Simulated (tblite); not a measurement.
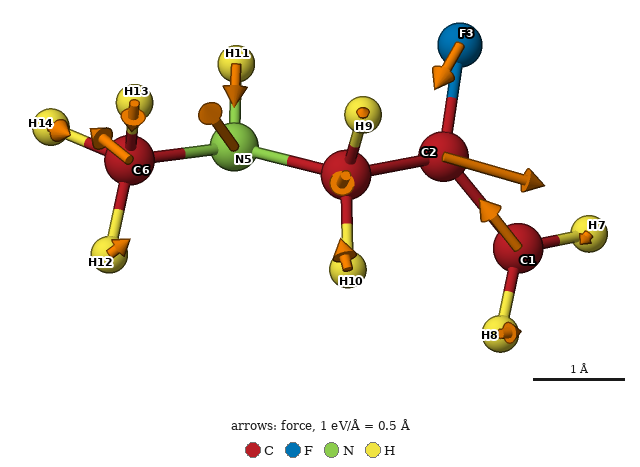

Starting geometry of C$_{4}$H$_{8}$FN (charge +1, multiplicity 2) with the computed forces as orange arrows. A ball-and-stick model, seen at a tilt.

These are results of GFN2-xTB geometry optimisation, gas phase in tblite 0.8.0, not measurements. 

Q: Is this structure relaxed? If not, where do the atoms go?

A: It isn't relaxed: the largest force vector, on a C atom, is 2.48 eV/Å. The final displacements have little in common with the starting forces (cosine between the two patterns 0.18). Over 124 geometry steps the energy falls by 13.7 kcal/mol. The largest moves after the best rigid fit, 1.02 Å, are those of H atoms. By element the largest moves are H 1.02 Å, F 0.65 Å, C 0.43 Å, N 0.36 Å. Near-neighbour distances that change, for instance: C–C 1.365 → 1.330 Å, C–N 1.440 → 1.408 Å, C–H 1.128 → 1.098 Å, H–N 1.045 → 1.016 Å. Bond angles that change, for instance: C–N–C 114.2° → 124.2°, C–C–N 107.2° → 114.2°, C–C–H 114.7° → 121.6°. Groups turn about C–C by about 60°.
